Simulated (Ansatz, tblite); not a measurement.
# C3H12OSiSn: chosen isomers compared, part 2 of 2

Aim: relax some chosen isomers of C3H12OSiSn, and see how the levels of theory order them.

Ansatz 0.2.0, Gaussian basis; relaxed with r2SCAN-D4/def2-SVP, singlet.

## 7. Candidate B, PBE0-D4/def2-TZVP

start.molden holds the orbitals of an earlier run on this state, given as this run's starting guess.

Input file in.yaml:

```yaml
crystal:
  periodic: [false, false, false]
  atoms:
    - {symbol: C, position_ang: [1.585783, -1.501081, -0.818165]}
    - {symbol: C, position_ang: [1.701264, 1.481896, 1.208255]}
    - {symbol: C, position_ang: [-0.586155, 1.268069, -1.576879]}
    - {symbol: O, position_ang: [-0.842380, -0.534194, 1.203312]}
    - {symbol: Si, position_ang: [-2.378980, -1.102046, 1.057787]}
    - {symbol: Sn, position_ang: [0.527807, 0.213361, -0.064421]}
    - {symbol: H, position_ang: [0.903517, -2.129133, -1.408722]}
    - {symbol: H, position_ang: [2.427598, -1.191024, -1.454788]}
    - {symbol: H, position_ang: [1.972968, -2.089829, 0.025887]}
    - {symbol: H, position_ang: [2.529517, 1.941934, 0.649577]}
    - {symbol: H, position_ang: [1.062357, 2.274667, 1.623062]}
    - {symbol: H, position_ang: [2.112493, 0.886147, 2.035780]}
    - {symbol: H, position_ang: [-1.215186, 2.039676, -1.109770]}
    - {symbol: H, position_ang: [-1.230839, 0.567790, -2.128299]}
    - {symbol: H, position_ang: [0.101449, 1.750676, -2.287371]}
    - {symbol: H, position_ang: [-2.474099, -2.245689, 0.087734]}
    - {symbol: H, position_ang: [-2.866027, -1.583893, 2.385450]}
    - {symbol: H, position_ang: [-3.331097, -0.047316, 0.571573]}
basis:
  gaussian: {orbitals: def2-TZVP, initial_orbitals: start.molden}
hamiltonian: {xc: pbe0, dispersion: d4}
scf: {omitted_lower_state_checks: [starts]}
output: {orbitals: {seedname: orbitals}}
```

The run is started by

```sh
$ ansatz run in.yaml --threads 4 --pin off --events-out ev --progress --plain --max-ram 4787MiB
```

The program printed:

```text
Functional definition: PBE0
  name "PBE0"
  cite "Adamo & Barone, J. Chem. Phys. 110, 6158 (1999) doi:10.1063/1.478522"
  cite "Perdew, Burke & Ernzerhof, Phys. Rev. Lett. 77, 3865 (1996) doi:10.1103/PhysRevLett.77.3865"
  parent pbe
  parameter a = 0.25
  parameter kappa = 0.804
  parameter beta = 0.06672455060314922
  exchange = (1 - a)*pbe_x(kappa = kappa, mu = beta*pi^2/3) + a*exact_x
  correlation = pbe_c(beta = beta)
these checks for a lower state are left out or cut short: starts
1948 factors; their error is unknown
mean field evaluation 1: about -19053.8201 eV, gradient 1.4e2 eV
mean field evaluation 2: about -19057.4281 eV, gradient 4.2e0 eV
mean field evaluation 4: about -19057.5764 eV, gradient 4.2e-1 eV
mean field evaluation 8: about -19057.5767 eV, gradient 2.0e-5 eV
mean field -19057.57667610 eV, -700.3530251571 hartree, gradient 2.0e-5 eV, S^2 0.000000; 0 other end points of the search recorded, 0 dependent functions left out
reference -19057.57671963 eV, -700.3530267570 hartree; 37, 37 occupied and 246, 246 virtual orbitals, 1948 factors
Total energy: -19057.93618953 eV, -700.3662370321 hartree
Checks for a lower state left out: starts
```

Run time: 7 s. Hardware: 4 threads of Arm Neoverse V1, shared host; peak memory 1 GiB.

HOMO -7.67 eV, LUMO -0.02 eV.

## 8. Candidate B, PBE-D4/def2-TZVP

Changes to in.yaml since step 7:

```diff
@@ -23,4 +23,4 @@
   gaussian: {orbitals: def2-TZVP, initial_orbitals: start.molden}
-hamiltonian: {xc: pbe0, dispersion: d4}
+hamiltonian: {xc: pbe, dispersion: d4}
 scf: {omitted_lower_state_checks: [starts]}
-output: {orbitals: {seedname: orbitals}}
+output: {forces: true, orbitals: {seedname: orbitals}}
```

The command is unchanged.

The program printed (excerpt; [...] marks lines left out):

```text
Functional definition: PBE
  name "PBE"
  cite "Perdew, Burke & Ernzerhof, Phys. Rev. Lett. 77, 3865 (1996) doi:10.1103/PhysRevLett.77.3865"
  parent pbe
[...]
1859 factors; their error is unknown
[...]
mean field -19055.75468631 eV, -700.2860682675 hartree, gradient 9.4e-6 eV, S^2 0.000000; 0 other end points of the search recorded, 0 dependent functions left out
[...]
reference -19055.75474605 eV, -700.2860704627 hartree; 37, 37 occupied and 246, 246 virtual orbitals, 1859 factors
Total energy: -19056.16859352 eV, -700.3012790769 hartree
Atom 0 at     1.585783    -1.501081    -0.818165 Å, force     0.058792    -0.143203    -0.023768 eV/Å
Atom 1 at     1.701264     1.481896     1.208255 Å, force     0.057563     0.076870     0.129661 eV/Å
Atom 2 at    -0.586155     1.268069    -1.576879 Å, force    -0.088753     0.073432    -0.107967 eV/Å
[...]
Atom 9 at     2.529517     1.941934     0.649577 Å, force    -0.059845    -0.040919     0.016664 eV/Å
Atom 10 at     1.062357     2.274667     1.623062 Å, force     0.042237    -0.055656    -0.033877 eV/Å
Atom 11 at     2.112493     0.886147     2.035780 Å, force    -0.027686     0.037941    -0.059654 eV/Å
Atom 12 at    -1.215186     2.039676    -1.109770 Å, force     0.050532    -0.063978    -0.017115 eV/Å
Atom 13 at    -1.230839     0.567790    -2.128299 Å, force     0.053395     0.039610     0.054217 eV/Å
Atom 14 at     0.101449     1.750676    -2.287371 Å, force    -0.033033    -0.031146     0.045110 eV/Å
Atom 15 at    -2.474099    -2.245689     0.087734 Å, force     0.018150    -0.022553    -0.024420 eV/Å
Atom 16 at    -2.866027    -1.583893     2.385450 Å, force     0.022391    -0.007124     0.062767 eV/Å
Atom 17 at    -3.331097    -0.047316     0.571573 Å, force    -0.005817     0.034484    -0.010738 eV/Å
Dipole moment:     0.457140     0.238147    -0.340182 e Å
Checks for a lower state left out: starts
```

Run time: 4.8 s. Hardware: 4 threads of Arm Neoverse V1, shared host.

Report: HOMO -6.30 eV, LUMO -0.91 eV.

## 9. Candidate B, r2SCAN-D4/def2-TZVP

Changes to in.yaml since step 8:

```diff
@@ -23,4 +23,4 @@
   gaussian: {orbitals: def2-TZVP, initial_orbitals: start.molden}
-hamiltonian: {xc: pbe, dispersion: d4}
+hamiltonian: {xc: r2scan, dispersion: d4}
 scf: {omitted_lower_state_checks: [starts]}
-output: {forces: true, orbitals: {seedname: orbitals}}
+output: {orbitals: {seedname: orbitals}}
```

Same command.

The program printed:

```text
Functional definition: r2SCAN
  name "r2SCAN"
  cite "Furness, Kaplan, Ning, Perdew & Sun, J. Phys. Chem. Lett. 11, 8208 (2020) doi:10.1021/acs.jpclett.0c02405"
  cite "Furness, Kaplan, Ning, Perdew & Sun, J. Phys. Chem. Lett. 11, 9248 (2020) doi:10.1021/acs.jpclett.0c03077"
  parent r2scan
  parameter k0 = 0.174
  parameter k1 = 0.065
  parameter a1 = 4.9479
  exchange = r2scan_x(k0 = k0, k1 = k1, a1 = a1)
  correlation = r2scan_c
these checks for a lower state are left out or cut short: starts
1859 factors; their error is unknown
mean field evaluation 1: about -19065.5490 eV, gradient 7.1e0 eV
mean field evaluation 2: about -19065.6055 eV, gradient 6.7e-2 eV
mean field evaluation 4: about -19065.5712 eV, gradient 2.8e-4 eV
mean field -19065.57118405 eV, -700.6468179054 hartree, gradient 2.1e-5 eV, S^2 0.000000; 0 other end points of the search recorded, 0 dependent functions left out
reference -19065.57120173 eV, -700.6468185552 hartree; 37, 37 occupied and 246, 246 virtual orbitals, 1859 factors
Total energy: -19065.68403153 eV, -700.6509649738 hartree
Checks for a lower state left out: starts
```

It took 7.5 s on 4 threads of Arm Neoverse V1, shared host.

From the report: HOMO -6.62 eV, LUMO -0.51 eV.

## 10. Candidate B, B97M-V/def2-TZVP

Changes to in.yaml since step 9:

```diff
@@ -23,3 +23,3 @@
   gaussian: {orbitals: def2-TZVP, initial_orbitals: start.molden}
-hamiltonian: {xc: r2scan, dispersion: d4}
+hamiltonian: {xc: {name: B97M-V}}
 scf: {omitted_lower_state_checks: [starts]}
```

Same command.

The program printed (excerpt; [...] marks lines left out):

```text
Functional definition: B97M-V
  name "B97M-V"
  cite "Mardirossian & Head-Gordon, J. Chem. Phys. 142, 074111 (2015) doi:10.1063/1.4907719"
  cite "Becke, J. Chem. Phys. 107, 8554 (1997) doi:10.1063/1.475007"
  cite "Vydrov & Van Voorhis, J. Chem. Phys. 133, 244103 (2010) doi:10.1063/1.3521275"
  # Of w^i u^j: cxij and so on, Table III.
[...]
  gx(w, u) = cx00 + cx01*u + cx02*u^2 + (cx10 + cx11*u)*w
  gss(w, u) = css00 + css02*u^2 + css10*w + (css32*w^3 + css42*w^4)*u^2
  gos(w, u) = cos00 + cos01*u + cos03*u^3 + cos10*w + cos32*w^3*u^2
[...]
      + integral(e_c_pw_mod_opposite_spin*gos(b97_w_opposite, b97_u_opposite)) + vv10(b, c)
[...]
1859 factors; their error is unknown
[...]
mean field -19064.66318047 eV, -700.6134493895 hartree, gradient 1.5e-5 eV, S^2 0.000000; 0 other end points of the search recorded, 0 dependent functions left out
reference -19064.66326896 eV, -700.6134526415 hartree; 37, 37 occupied and 246, 246 virtual orbitals, 1859 factors
Total energy: -19064.66326896 eV, -700.6134526415 hartree
Checks for a lower state left out: starts
```

Wall time 19 s (4 threads of Arm Neoverse V1, shared host); peak memory 0.6 GiB.

From the report: HOMO -6.75 eV, LUMO -0.80 eV.

## 11. Candidate B, BHLYP-D4/def2-TZVP

Changes to in.yaml since step 10:

```diff
@@ -23,3 +23,3 @@
   gaussian: {orbitals: def2-TZVP, initial_orbitals: start.molden}
-hamiltonian: {xc: {name: B97M-V}}
+hamiltonian: {xc: {name: BHLYP}, dispersion: d4}
 scf: {omitted_lower_state_checks: [starts]}
```

The command is unchanged.

The program printed:

```text
Functional definition: BHLYP
  name "BHLYP"
  cite "Becke, J. Chem. Phys. 98, 1372 (1993) doi:10.1063/1.464304"
  cite "Becke, Phys. Rev. A 38, 3098 (1988) doi:10.1103/PhysRevA.38.3098"
  cite "Lee, Yang & Parr, Phys. Rev. B 37, 785 (1988) doi:10.1103/PhysRevB.37.785"
  parameter a = 0.5
  exchange = (1 - a)*b88_x + a*exact_x
  correlation = lyp_c
these checks for a lower state are left out or cut short: starts
2130 factors; their error is unknown
mean field evaluation 1: about -19061.7545 eV, gradient 9.2e0 eV
mean field evaluation 2: about -19061.8888 eV, gradient 1.5e-1 eV
mean field evaluation 4: about -19062.1085 eV, gradient 4.3e-4 eV
mean field -19062.10845483 eV, -700.5195649539 hartree, gradient 1.7e-5 eV, S^2 0.000000; 0 other end points of the search recorded, 0 dependent functions left out
reference -19062.10870264 eV, -700.5195740607 hartree; 37, 37 occupied and 246, 246 virtual orbitals, 2130 factors
Total energy: -19062.65901762 eV, -700.5397977631 hartree
Checks for a lower state left out: starts
```

It took 7 s on 4 threads of Arm Neoverse V1, shared host; peak memory 1.1 GiB.

From the report: HOMO -8.90 eV, LUMO 0.70 eV.

## 12. Candidate B, r2SCAN0-D4/def2-TZVP

Changes to in.yaml since step 11:

```diff
@@ -23,3 +23,3 @@
   gaussian: {orbitals: def2-TZVP, initial_orbitals: start.molden}
-hamiltonian: {xc: {name: BHLYP}, dispersion: d4}
+hamiltonian: {xc: {name: r2SCAN0}, dispersion: d4}
 scf: {omitted_lower_state_checks: [starts]}
```

Launched as before.

The program printed (excerpt; [...] marks lines left out):

```text
Functional definition: r2SCAN0
  name "r2SCAN0"
  cite "Bursch, Neugebauer, Ehlert & Grimme, J. Chem. Phys. 156, 134105 (2022) doi:10.1063/5.0086040"
  cite "Furness, Kaplan, Ning, Perdew & Sun, J. Phys. Chem. Lett. 11, 8208 (2020) doi:10.1021/acs.jpclett.0c02405"
  cite "Furness, Kaplan, Ning, Perdew & Sun, J. Phys. Chem. Lett. 11, 9248 (2020) doi:10.1021/acs.jpclett.0c03077"
  parent r2scan
[...]
1948 factors; their error is unknown
[...]
mean field -19064.13274428 eV, -700.5939562188 hartree, gradient 1.4e-5 eV, S^2 0.000000; 0 other end points of the search recorded, 0 dependent functions left out
reference -19064.13275824 eV, -700.5939567320 hartree; 37, 37 occupied and 246, 246 virtual orbitals, 1948 factors
Total energy: -19064.26629580 eV, -700.5988641467 hartree
Checks for a lower state left out: starts
```

Run time: 11 s. Hardware: 4 threads of Arm Neoverse V1, shared host; peak memory 1.1 GiB.

HOMO -7.88 eV, LUMO 0.24 eV.

## 13. Candidate B, PBE-D4/def2-SVP

Changes to in.yaml since step 12:

```diff
@@ -22,4 +22,4 @@
 basis:
-  gaussian: {orbitals: def2-TZVP, initial_orbitals: start.molden}
-hamiltonian: {xc: {name: r2SCAN0}, dispersion: d4}
+  gaussian: {orbitals: def2-SVP, initial_orbitals: start.molden}
+hamiltonian: {xc: pbe, dispersion: d4}
 scf: {omitted_lower_state_checks: [starts]}
```

Launched as before.

The program printed:

```text
Functional definition: PBE
  name "PBE"
  cite "Perdew, Burke & Ernzerhof, Phys. Rev. Lett. 77, 3865 (1996) doi:10.1103/PhysRevLett.77.3865"
  parent pbe
  parameter kappa = 0.804
  parameter beta = 0.06672455060314922
  exchange = pbe_x(kappa = kappa, mu = beta*pi^2/3)
  correlation = pbe_c(beta = beta)
these checks for a lower state are left out or cut short: starts
1800 factors; their error is unknown
mean field evaluation 1: about -19045.8344 eV, gradient 2.5e1 eV
mean field evaluation 2: about -19046.2510 eV, gradient 5.3e-1 eV
mean field evaluation 4: about -19046.1792 eV, gradient 1.9e-1 eV
mean field -19046.17932482 eV, -699.9341802230 hartree, gradient 6.5e-5 eV, S^2 0.000000; 0 other end points of the search recorded, 0 dependent functions left out
reference -19046.17937538 eV, -699.9341820813 hartree; 37, 37 occupied and 123, 123 virtual orbitals, 1800 factors
Total energy: -19046.59322286 eV, -699.9493906955 hartree
Checks for a lower state left out: starts
```

Wall time 2.1 s (4 threads of Arm Neoverse V1, shared host).

HOMO -6.11 eV, LUMO -0.52 eV.

## 14. Candidate B, PBE0-D4/def2-SVP

Changes to in.yaml since step 13:

```diff
@@ -23,3 +23,3 @@
   gaussian: {orbitals: def2-SVP, initial_orbitals: start.molden}
-hamiltonian: {xc: pbe, dispersion: d4}
+hamiltonian: {xc: pbe0, dispersion: d4}
 scf: {omitted_lower_state_checks: [starts]}
```

Same command.

The program printed:

```text
Functional definition: PBE0
  name "PBE0"
  cite "Adamo & Barone, J. Chem. Phys. 110, 6158 (1999) doi:10.1063/1.478522"
  cite "Perdew, Burke & Ernzerhof, Phys. Rev. Lett. 77, 3865 (1996) doi:10.1103/PhysRevLett.77.3865"
  parent pbe
  parameter a = 0.25
  parameter kappa = 0.804
  parameter beta = 0.06672455060314922
  exchange = (1 - a)*pbe_x(kappa = kappa, mu = beta*pi^2/3) + a*exact_x
  correlation = pbe_c(beta = beta)
these checks for a lower state are left out or cut short: starts
1863 factors; their error is unknown
mean field evaluation 1: about -19047.8116 eV, gradient 2.5e1 eV
mean field evaluation 2: about -19048.0884 eV, gradient 3.7e-1 eV
mean field evaluation 4: about -19048.1994 eV, gradient 7.5e-4 eV
mean field -19048.19941731 eV, -700.0084172530 hartree, gradient 9.1e-6 eV, S^2 0.000000; 0 other end points of the search recorded, 0 dependent functions left out
reference -19048.19945614 eV, -700.0084186800 hartree; 37, 37 occupied and 123, 123 virtual orbitals, 1863 factors
Total energy: -19048.55892604 eV, -700.0216289551 hartree
Checks for a lower state left out: starts
```

Run time: 3.2 s. Hardware: 4 threads of Arm Neoverse V1, shared host.

HOMO -7.56 eV, LUMO 0.41 eV.

## 15. Candidate B, CCSD(T)/def2-SVP

Changes to in.yaml since step 14:

```diff
@@ -23,3 +23,3 @@
   gaussian: {orbitals: def2-SVP, initial_orbitals: start.molden}
-hamiltonian: {xc: pbe0, dispersion: d4}
+correlation: {method: ccsd_t}
 scf: {omitted_lower_state_checks: [starts]}
```

The command is unchanged.

The program printed (excerpt; [...] marks lines left out):

```text
Functional definition: HF
  name "HF"
  cite "Fock, Z. Phys. 61, 126 (1930) doi:10.1007/BF01340294"
  parent pbe
[...]
1696 factors; integrals over basis functions are off by at most 1.2e-3 eV
[...]
mean field -18981.17638794 eV, -697.5453663535 hartree, gradient 3.7e-6 eV, S^2 0.000000; 0 other end points of the search recorded, 0 dependent functions left out
13 core orbitals not correlated: weight in the atoms' cores, before any rotation towards them, 1.000 or more for the frozen orbitals, at most 0.000 for the correlated occupied ones
reference -18981.17638794 eV, -697.5453663535 hartree; 24, 24 occupied and 123, 123 virtual orbitals, 1696 factors
second order -22.94051601 eV of doubles, -0.00000000 eV of singles
cycle   1  -24.22672024 eV  change    -1.3e0 eV  update   1.2e-1
[...]
cycle   8  -25.07803058 eV  change    4.9e-7 eV  update   5.8e-5
perturbative correction -0.69584863 eV, -0.0255719654 hartree
Total energy: -19006.95026715 eV, -698.4925389441 hartree
Checks for a lower state left out: starts
```

It took 67 s on 4 threads of Arm Neoverse V1, shared host; peak memory 1.8 GiB.

From the report: Hartree-Fock HOMO -10.74 eV, LUMO 3.48 eV; T1 0.010.

## 16. Candidate B, MP2/def2-TZVP

Changes to in.yaml since step 15:

```diff
@@ -22,4 +22,4 @@
 basis:
-  gaussian: {orbitals: def2-SVP, initial_orbitals: start.molden}
-correlation: {method: ccsd_t}
+  gaussian: {orbitals: def2-TZVP, initial_orbitals: start.molden}
+correlation: {method: mp2}
 scf: {omitted_lower_state_checks: [starts]}
```

Launched as before.

The program printed:

```text
Functional definition: HF
  name "HF"
  cite "Fock, Z. Phys. 61, 126 (1930) doi:10.1007/BF01340294"
  parent pbe
  exchange = exact_x
  correlation = 0
these checks for a lower state are left out or cut short: starts
2080 factors; integrals over basis functions are off by at most 1.0e-3 eV
mean field evaluation 1: about -18989.1450 eV, gradient 3.0e1 eV
mean field evaluation 2: about -18990.2596 eV, gradient 1.2e0 eV
mean field evaluation 4: about -18990.5938 eV, gradient 1.2e-2 eV
mean field evaluation 8: about -18990.5938 eV, gradient 1.7e-6 eV
mean field -18990.59383900 eV, -697.8914512966 hartree, gradient 5.3e-6 eV, S^2 0.000000; 0 other end points of the search recorded, 0 dependent functions left out
13 core orbitals not correlated: weight in the atoms' cores, before any rotation towards them, 1.000 or more for the frozen orbitals, at most 0.000 for the correlated occupied ones
reference -18990.59383900 eV, -697.8914512966 hartree; 24, 24 occupied and 246, 246 virtual orbitals, 2080 factors
second order -32.74566009 eV of doubles, -0.00000000 eV of singles
Total energy: -19023.33949909 eV, -699.0948321090 hartree
Checks for a lower state left out: starts
```

Run time: 7.5 s. Hardware: 4 threads of Arm Neoverse V1, shared host; peak memory 0.92 GiB.

From the report: Hartree-Fock HOMO -10.71 eV, LUMO 2.57 eV.

## 17. B against A

The energies of A at these levels come from its own runs, whose logs aren't repeated here.

Differences are taken before rounding.

| method | B above A (kcal/mol) | from CCSD(T)/def2-SVP (kcal/mol) | time |
| --- | --- | --- | --- |
| GFN1-xTB | -9.3 | -20.4 | 0.024 s |
| GFN2-xTB | 6.0 | -5.1 | 0.018 s |
| HF/def2-SVP | 12.6 | +1.4 |  |
| HF/def2-TZVP | 10.6 | -0.5 |  |
| PBE-D4/def2-SVP | 13.7 | +2.6 | 4.4 s |
| PBE-D4/def2-TZVP | 11.6 | +0.5 | 9.7 s |
| r2SCAN-D4/def2-TZVP | 12.7 | +1.6 | 16 s |
| B97M-V/def2-TZVP | 18.1 | +6.9 | 37 s |
| PBE0-D4/def2-SVP | 14.6 | +3.5 | 6.3 s |
| PBE0-D4/def2-TZVP | 12.5 | +1.4 | 18 s |
| r2SCAN0-D4/def2-TZVP | 13.2 | +2.1 | 22 s |
| BHLYP-D4/def2-TZVP | 11.8 | +0.7 | 14 s |
| MP2/def2-SVP | 10.7 | -0.5 |  |
| MP2/def2-TZVP | 5.9 | -5.2 | 15 s |
| CCSD/def2-SVP | 11.3 | +0.1 |  |
| CCSD(T)/def2-SVP | 11.1 | 0 | 2.3 min |

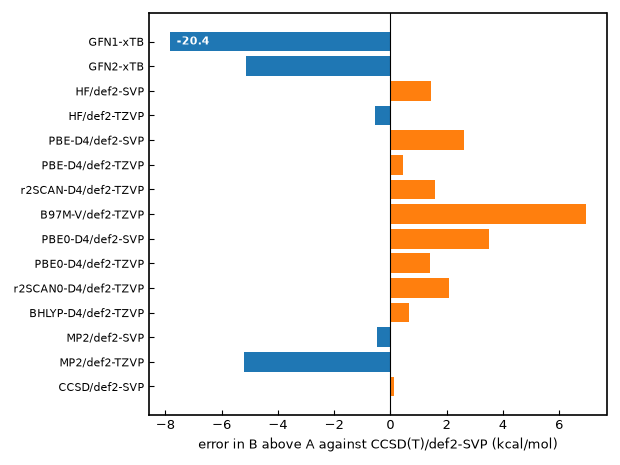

Deviations from CCSD(T)/def2-SVP, method by method. Bars with a number in them are cut short.

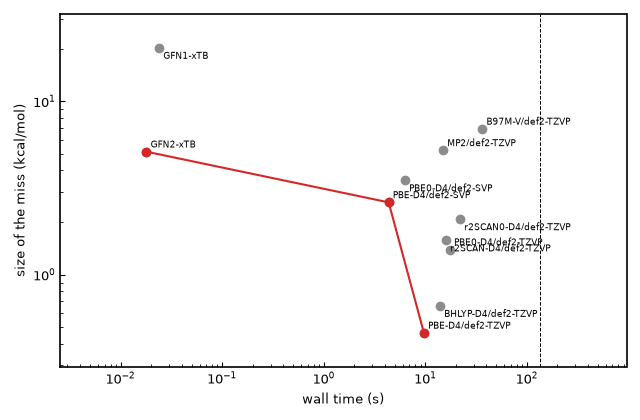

Miss against cost. Red marks the levels that no quicker level drawn beats (of those quicker than the yardstick), and the dashed line is the time of CCSD(T)/def2-SVP. Times are from a shared host.

Times add the two runs; a level without a time comes out of a correlated run.

## 18. Outcome

This closing draws on all 2 parts.

```
                   quantity           value
B above A, CCSD(T)/def2-SVP  +11.1 kcal/mol
    levels that put B lower        GFN1-xTB
```

The levels disagree on B and A: 1 of 16 put B lower. The yardstick is in a double-zeta basis, so levels in larger sets aren't compared like for like. The reference is CCSD(T) in one finite basis, so it carries an error of its own, often a tenth of an eV or more, and near misses can't be ranked. Only these isomers were run, one conformer each; others of the formula can lie lower. Only singlets are compared; another spin may lie lower and prefer another shape.
